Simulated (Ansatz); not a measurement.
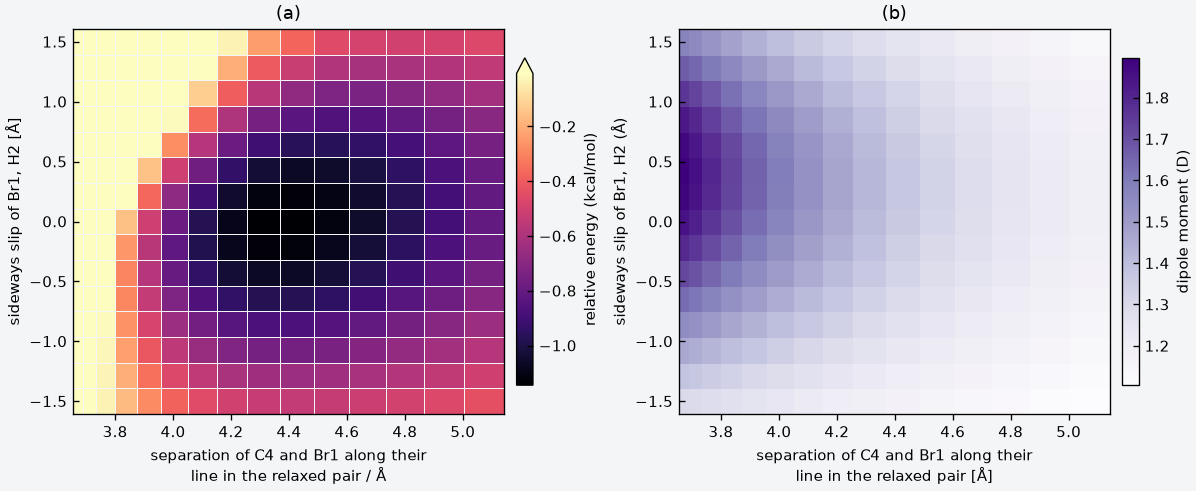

The pair BrH···C₂H₄. The first coordinate is: separation of C4 and Br1 along their line in the relaxed pair; the second: sideways slip of Br1, H2. Nothing is relaxed (both partners rigid). The scan uses a 15 × 15 grid. Points are written as (first, second). Energies: kcal/mol, counted from the two partners far apart, frozen as in the relaxed pair, each in its own basis (no counterpoise correction). These are results of RHF/def2-TZVPD (Ansatz), not measurements.

Panel (a) is the energy and panel (b) the computed dipole moment on the same grid.

Drawn: one coloured cell a grid point, one colour for all values above the top of the scale.

> How does the dipole moment vary over the map, and what is it at the lowest grid point?

Leaving out the highest fifth of the energies, it runs from 1.10 D at (5.072 Å, −1.500 Å) to 1.72 D at (3.834 Å, 0.214 Å). At the lowest grid point, (4.426 Å, 0.000 Å), it is 1.36 D.
